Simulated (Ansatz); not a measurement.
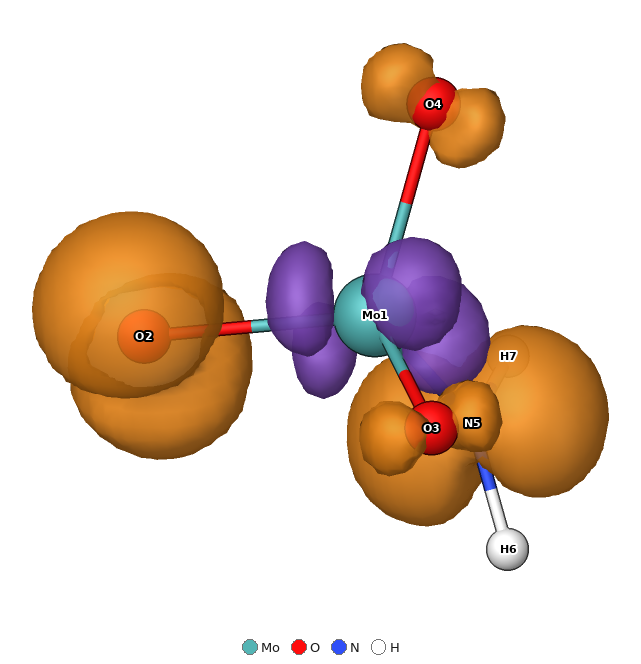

Figure 1: H2MoNO3 (doublet). Isosurfaces of the spin density (α minus β) at +0.04 (orange) and −0.04 e/Å³ (purple), seen at an oblique angle.

Geometry: r2SCAN-D4/def2-SVPD; core potentials replace the inner electrons of Mo.

Theory: UKS PBE0-D4/def2-TZVPD in Ansatz 0.2.0.

```xyz
7

Mo    0.3831    0.6679    0.1799
O     0.3113    0.5301    1.9998
O     1.9929    0.6516   -0.3759
O    -0.4486    2.0511   -0.3645
N    -0.5679   -0.9898   -0.3391
H    -0.1060   -1.8717   -0.5561
H    -1.5648   -1.0391   -0.5440
```

**Which atoms carry the spin?**

The unpaired spin (1 electron) lies mostly on O2 (about 0.7) and N5 (about 0.3), in electrons by Hirshfeld's partition, with opposite, polarisation-induced spin on Mo1.
